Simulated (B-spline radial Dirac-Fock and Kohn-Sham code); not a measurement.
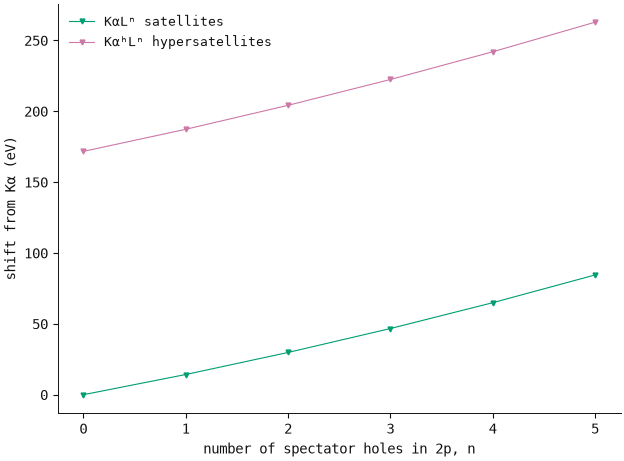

Shifts of Kα satellites and hypersatellites with the number of spectator holes in 2p, counted from the Kα line without spectators. It refers to the ion Cl⁻. The calculation used Dirac–Fock ΔSCF (average of configuration, Fermi nucleus, Breit and QED terms, no correlation) (a B-spline radial code).

Question: What is the shift of the ordinary satellite (one 1s hole) with 5 spectator holes?

Answer: 84.5 eV.

Question: What does the first 2p spectator hole do to the line, and why?

Answer: It shifts it up by 14.2 eV: the missing electron screens the nucleus less, and the 1s binding energy rises more than the 2p one.

Question: How far above Kα is the hypersatellite?

Answer: 172 eV as an average over the ¹P and ³P final terms; Kα itself is at 2.6219 keV. In light elements only ¹P radiates, so the observed line lies somewhat lower.
